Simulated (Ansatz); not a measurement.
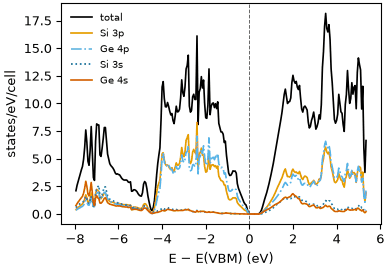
Figure. Total and projected density of states of SiGe in space group Cm (No. 8; Pearson symbol mS32), PBE (plane waves, PAW; program Ansatz)

Which orbitals carry the states next to the gap?

Top 1 eV of the valence band: Ge 4p 59 %, Si 3p 38 %. Bottom 1 eV of the conduction band: Si 3p 34 %, Ge 4p 25 %, Ge 4s 16 %, Si 3s 12 %, outside the projected shells 12 %. Projections are on Löwdin-orthogonalised atomic valence shells; empty p or d shells of many metals are not among them.

Where is the tallest occupied peak in this window, and what makes it?

Near -2.4 eV, about 16 states/eV per cell; the largest projected share is Si 3p.

The start of the workflow was typed in or built on a structure type; neither database checked (COD, Materials Project) lists it. Whether it is the stable phase at ambient conditions was not checked. The cell was relaxed with PBE under the symmetry of its start; whether a distortion lowers the energy is not shown. Spin–orbit coupling is left out wherever it is not named.

Potentials: the earlier of the program's two PAW sets.
